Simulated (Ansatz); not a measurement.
**quartet CH5Si at 6 levels**

Aim: a comparison of 6 runs (UHF/aug-cc-pVDZ, U-r2SCAN/aug-cc-pVDZ, UB2PLYP/aug-cc-pVDZ, UB3LYP/aug-cc-pVDZ, UPBE-QIDH/aug-cc-pVDZ, UCCSD/aug-cc-pVDZ) of quartet CH5Si. 

The results are computed with Ansatz 0.2.0.

50 further runs of the same task are left out: 50 set aside as unsound or not needed.

**1. The system as given**

CH5Si has 7 atoms, charge 0, and is taken as a quartet. SMILES of the parent species: `C[SiH2]`. The shape is that of a PBE0-D4/def2-TZVP optimisation. That shape belongs to the parent species and isn't relaxed for this state.

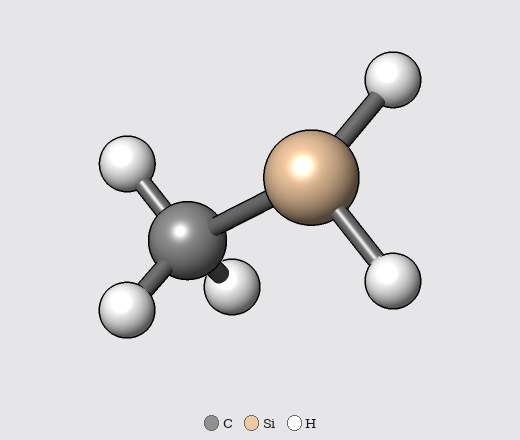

The structure, seen from a chosen angle (carbon grey, silicon light orange, hydrogen white).

**2. The energy at UHF/aug-cc-pVDZ (run 1)**

The input, molecule.yaml:

```yaml
crystal:
  periodic: [false, false, false]
  atoms:
    - symbol: C
      position_ang: [-0.122600, -0.803200, 0.095200]
    - symbol: Si
      position_ang: [0.176200, 1.034800, 0.314000]
    - symbol: H
      position_ang: [-0.204800, -1.054900, -0.966600]
    - symbol: H
      position_ang: [0.699200, -1.383300, 0.519500]
    - symbol: H
      position_ang: [-1.047100, -1.107700, 0.589500]
    - symbol: H
      position_ang: [-0.951500, 1.846400, -0.225700]
    - symbol: H
      position_ang: [1.450600, 1.468000, -0.326000]
basis:
  gaussian: {orbitals: aug-cc-pVDZ}
magnetization: {spin_polarized: true, initial_magnetization: 3}
hamiltonian: {xc: hf}
accuracy: high
output: {orbitals: {seedname: orbitals}}
```

Run with:

```
$ ansatz run molecule.yaml --threads 1 --pin off --max-ram 3480MiB --events-out events.jsonl --progress --plain --runs-dir runs
```

The program printed:

```text
Warning: RAYON_NUM_THREADS=1 ignored (pool sized by the plan → 1); use --threads N
Functional definition: HF
  name "HF"
  exchange = exact_x
  correlation = 0
1901 factors; integrals over basis functions are off by at most 3.9e-9 eV
mean field evaluation 1: about -8957.8573 eV, gradient 2.3e1 eV
mean field evaluation 2: about -8957.8605 eV, gradient 2.3e1 eV
mean field evaluation 4: about -8962.0134 eV, gradient 3.4e0 eV
mean field evaluation 8: about -8962.5298 eV, gradient 4.4e-1 eV
mean field evaluation 16: about -8962.6037 eV, gradient 3.7e-2 eV
mean field evaluation 32: about -8963.2491 eV, gradient 9.5e-4 eV
mean field evaluation 64: about -8963.2411 eV, gradient 2.8e-1 eV
mean field evaluation 96: about -8962.1893 eV, gradient 2.9e-1 eV
mean field evaluation 128: about -8962.7605 eV, gradient 2.6e-1 eV
mean field evaluation 160: about -8962.1580 eV, gradient 7.0e-1 eV
mean field evaluation 192: about -8962.1325 eV, gradient 1.5e-1 eV
mean field evaluation 224: about -8962.1455 eV, gradient 4.8e-2 eV
mean field evaluation 256: about -8961.2431 eV, gradient 5.2e0 eV
mean field evaluation 288: about -8961.4903 eV, gradient 6.2e-1 eV
mean field evaluation 320: about -8962.5868 eV, gradient 2.2e-1 eV
mean field evaluation 352: about -8962.6040 eV, gradient 4.4e-6 eV
mean field -8963.24908125 eV, -329.3933282274 hartree, gradient 2.2e-8 eV, S^2 3.760756; 4 other end points of the search recorded, 0 dependent functions left out
reference -8963.24908125 eV, -329.3933282274 hartree; 14, 11 occupied and 81, 84 virtual orbitals, 1901 factors
Total energy: -8963.24908125 eV, -329.3933282274 hartree
```

It took 19 s on 1 thread of Intel Xeon Platinum 8259CL at 2.50GHz (Skylake/Cascade Lake), shared host; peak memory 0.31 GiB.

**3. A single-point energy at U-r2SCAN/aug-cc-pVDZ (run 2)**

The input, job.yaml:

```yaml
crystal:
  periodic: [false, false, false]
  atoms:
    - {symbol: C, position_ang: [-0.122600, -0.803200, 0.095200]}
    - {symbol: Si, position_ang: [0.176200, 1.034800, 0.314000]}
    - {symbol: H, position_ang: [-0.204800, -1.054900, -0.966600]}
    - {symbol: H, position_ang: [0.699200, -1.383300, 0.519500]}
    - {symbol: H, position_ang: [-1.047100, -1.107700, 0.589500]}
    - {symbol: H, position_ang: [-0.951500, 1.846400, -0.225700]}
    - {symbol: H, position_ang: [1.450600, 1.468000, -0.326000]}
basis:
  gaussian: {orbitals: aug-cc-pVDZ}
magnetization: {spin_polarized: true, initial_magnetization: 3}
hamiltonian: {xc: r2scan}
accuracy: high
output: {orbitals: {seedname: orbitals}}
```

Run with:

```
$ ansatz run job.yaml --threads 1 --pin off --max-ram 3480MiB --events-out events.jsonl --progress --plain --runs-dir runs
```

The program printed:

```text
Warning: RAYON_NUM_THREADS=1 ignored (pool sized by the plan → 1); use --threads N
Functional definition: r2SCAN
  name "r2SCAN"
  parameter k0 = 0.174
  parameter k1 = 0.065
  parameter a1 = 4.9479
  exchange = r2scan_x(k0 = k0, k1 = k1, a1 = a1)
  correlation = r2scan_c
1901 factors; integrals over basis functions are off by at most 3.9e-9 eV
mean field evaluation 1: about -8974.8814 eV, gradient 4.4e1 eV
mean field evaluation 2: about -8939.3576 eV, gradient 7.5e1 eV
mean field evaluation 4: about -8980.4446 eV, gradient 2.2e1 eV
mean field evaluation 8: about -8985.7288 eV, gradient 3.1e-1 eV
mean field evaluation 16: about -8985.7272 eV, gradient 4.7e-3 eV
mean field evaluation 32: about -8985.7272 eV, gradient 3.4e-7 eV
mean field evaluation 64: about -8984.7843 eV, gradient 1.3e0 eV
mean field evaluation 96: about -8985.6729 eV, gradient 6.3e-1 eV
mean field -8985.72716727 eV, -330.2193826524 hartree, gradient 4.4e-8 eV, S^2 3.756219; 10 other end points of the search recorded, 0 dependent functions left out
reference -8985.72718601 eV, -330.2193833411 hartree; 14, 11 occupied and 81, 84 virtual orbitals, 1901 factors
Total energy: -8985.72718601 eV, -330.2193833411 hartree
```

Wall time 40 s (1 thread of Intel Xeon Platinum 8259CL at 2.50GHz (Skylake/Cascade Lake), shared host); peak memory 0.46 GiB.

Runs 3 to 4 aren't shown in full; the table further down has their settings and results.

**4. A single-point energy at UPBE-QIDH/aug-cc-pVDZ (run 5)**

The input, in.yaml:

```yaml
basis:
  gaussian:
    orbitals: aug-cc-pVDZ
crystal:
  periodic: [false, false, false]
  atoms:
    - {symbol: C, position_ang: [-0.122600, -0.803200, 0.095200]}
    - {symbol: Si, position_ang: [0.176200, 1.034800, 0.314000]}
    - {symbol: H, position_ang: [-0.204800, -1.054900, -0.966600]}
    - {symbol: H, position_ang: [0.699200, -1.383300, 0.519500]}
    - {symbol: H, position_ang: [-1.047100, -1.107700, 0.589500]}
    - {symbol: H, position_ang: [-0.951500, 1.846400, -0.225700]}
    - {symbol: H, position_ang: [1.450600, 1.468000, -0.326000]}
output: {orbitals: {seedname: orbitals}}
correlation:
  frozen_orbitals: {C: 1, H: 0, Si: 5}
hamiltonian:
  xc: {name: PBE-QIDH}
magnetization:
  spin_polarized: true
  initial_magnetization: 3
accuracy: high
```

Run with:

```
$ ansatz run in.yaml --threads 1 --pin off --max-ram 3480MiB --events-out events.jsonl --progress --plain --runs-dir runs
```

The program printed, shortened:

```text
Warning: RAYON_NUM_THREADS=1 ignored (pool sized by the plan → 1); use --threads N
Functional definition: PBE-QIDH
  name "PBE-QIDH"
[...]
1901 factors; integrals over basis functions are off by at most 3.9e-9 eV
[...]
mean field -8976.69509825 eV, -329.8874602383 hartree, gradient 7.2e-8 eV, S^2 3.758100; 7 other end points of the search recorded, 0 dependent functions left out
6 core orbitals not correlated: weight in the atoms' cores, before any rotation towards them, 1.000 or more for the frozen orbitals, at most 0.000 for the correlated occupied ones
reference -8976.69509967 eV, -329.8874602904 hartree; 8, 5 occupied and 81, 84 virtual orbitals, 1901 factors
second order -7.40660987 eV of doubles, -0.00000000 eV of singles
Total energy: -8979.16396963 eV, -329.9781895878 hartree
```

It took 23 s on 1 thread of Intel Xeon Platinum 8259CL at 2.50GHz (Skylake/Cascade Lake), shared host; peak memory 0.43 GiB.

**5. The energy at UCCSD/aug-cc-pVDZ (run 6)**

The input, run.yaml:

```yaml
crystal:
  periodic: [false, false, false]
  atoms:
    - {symbol: C, position_ang: [-0.122600, -0.803200, 0.095200]}
    - {symbol: Si, position_ang: [0.176200, 1.034800, 0.314000]}
    - {symbol: H, position_ang: [-0.204800, -1.054900, -0.966600]}
    - {symbol: H, position_ang: [0.699200, -1.383300, 0.519500]}
    - {symbol: H, position_ang: [-1.047100, -1.107700, 0.589500]}
    - {symbol: H, position_ang: [-0.951500, 1.846400, -0.225700]}
    - {symbol: H, position_ang: [1.450600, 1.468000, -0.326000]}
basis:
  gaussian:
    orbitals: aug-cc-pVDZ
magnetization:
  spin_polarized: true
  initial_magnetization: 3
correlation:
  method: ccsd
  frozen_orbitals: {C: 1, H: 0, Si: 5}
accuracy: high
scf:
  omitted_lower_state_checks: [cluster_reference, increment]
```

Run with:

```
$ ansatz run run.yaml --threads 1 --pin off --max-ram 3480MiB --events-out events.jsonl --progress --plain --runs-dir runs
```

The program printed:

```text
Warning: RAYON_NUM_THREADS=1 ignored (pool sized by the plan → 1); use --threads N
[... 17 lines left out ...]
6 core orbitals not correlated: weight in the atoms' cores, before any rotation towards them, 1.000 or more for the frozen orbitals, at most 0.000 for the correlated occupied ones
[... 37 lines left out ...]
Total energy: -8970.78919782 eV, -329.6704224004 hartree
Checks for a lower state left out: cluster_reference, increment
```

Run time: 64 s. Hardware: 1 thread of Intel Xeon Platinum 8259CL at 2.50GHz (Skylake/Cascade Lake), shared host; peak memory 1.2 GiB.

**6. All runs side by side**

| run | level | frozen core orbitals | energy (Eh) | HOMO energy (eV) | ⟨S²⟩ | wall time |
| --- | --- | --- | --- | --- | --- | --- |
| 1 | UHF/aug-cc-pVDZ | – | -329.393328 | -3.21 | 3.761 | 19 s |
| 2 | U-r2SCAN/aug-cc-pVDZ | – | -330.219383 | -2.02 | 3.756 | 40 s |
| 3 | UB2PLYP/aug-cc-pVDZ | 6 | -330.084305 | -2.67 | 3.757 | 33 s |
| 4 | UB3LYP/aug-cc-pVDZ | – | -330.295367 | -2.30 | 3.753 | 26 s |
| 5 | UPBE-QIDH/aug-cc-pVDZ | 6 | -329.978190 | -3.02 | 3.758 | 23 s |
| 6 | UCCSD/aug-cc-pVDZ | 6 | -329.670422 | – | 3.761 | 64 s |

**7. What came out**

| quantity | value |
| --- | --- |
| run 6: total energy | -329.67042 Eh |
| run 6: correlation energy (6 core orbitals frozen) | -277.1 mEh |
| run 6: ⟨S²⟩ of the reference determinant | 3.761 |
| run 6: T1 diagnostic | 0.044 |

What this shows: Totals of different functionals can't be ranked against each other. All runs together took 3.4 min, the longest 64 s.
